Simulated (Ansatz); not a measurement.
## WC: response to strain

Start from WC (space group P-6m2, No. 187; a = 2.913 Å, c = 2.836 Å; relaxed with 0.1 eV smearing).

Strains are applied to the cell and any free atomic positions relax.

Method: r2SCAN, PAW, 500 eV (Ansatz, a program for electronic structure; without spin-orbit coupling), earlier PAW set.

Notes on the quantities. pressure: mean of the normal stresses, compression positive.

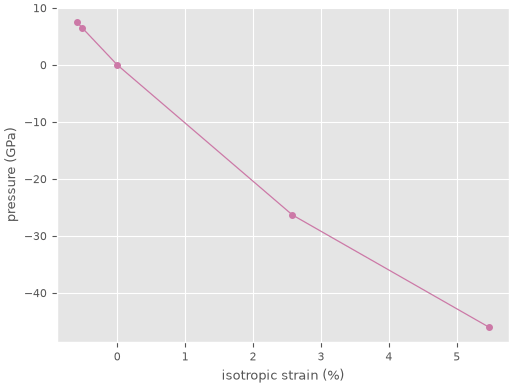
Fig. 1. Pressure against isotropic strain

```tsv
isotropic strain (%)	pressure
-0.59	7.5 GPa
-0.52	6.6 GPa
2.58	-26.3 GPa
5.47	-46.0 GPa
```

Stability against distortions was not tested. All final runs are without spin polarisation.
